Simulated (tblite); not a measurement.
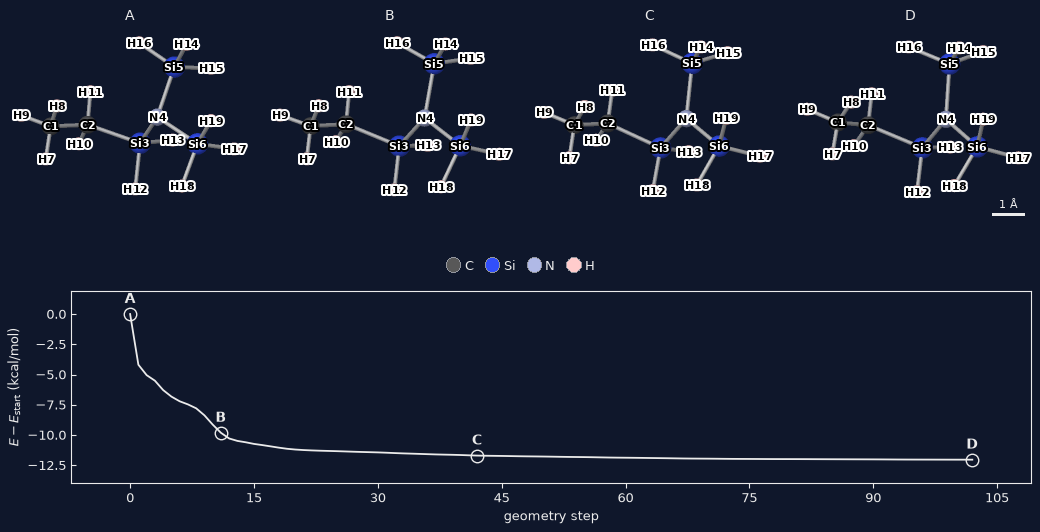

Frames of a relaxation of C2H13NSi3, marked on the history of the run. The picture is a ball-and-stick view, seen at a tilt.

Method: tblite, GFN2-xTB geometry optimisation, gas phase. 

Describe the path.

H15 moves most after the best rigid fit: 0.58 Å. Largest moves by element: H 0.58 Å, N 0.43 Å, Si 0.29 Å, C 0.28 Å. Near-neighbour distances that change, for instance: N4–Si6 1.687 → 1.745 Å, Si3–N4 1.698 → 1.748 Å, C2–Si3 1.854 → 1.899 Å, N4–Si5 1.706 → 1.746 Å. Bond angles that change, for instance: Si5–N4–Si6 108.9° → 119.9°, Si3–N4–Si5 110.8° → 119.5°, Si3–N4–Si6 111.0° → 118.5°. The energy falls by 12.0 kcal/mol in 102 geometry steps. Cost: 0.88 s on 1 thread of Arm Neoverse V1, on a shared host. From step 0 to 11: H atoms move most (0.32 Å), energy −9.82 kcal/mol. From step 11 to 42: H13 moves most (0.23 Å), energy −1.88 kcal/mol. From step 42 to 102: H8 moves most (0.25 Å), energy −0.34 kcal/mol.
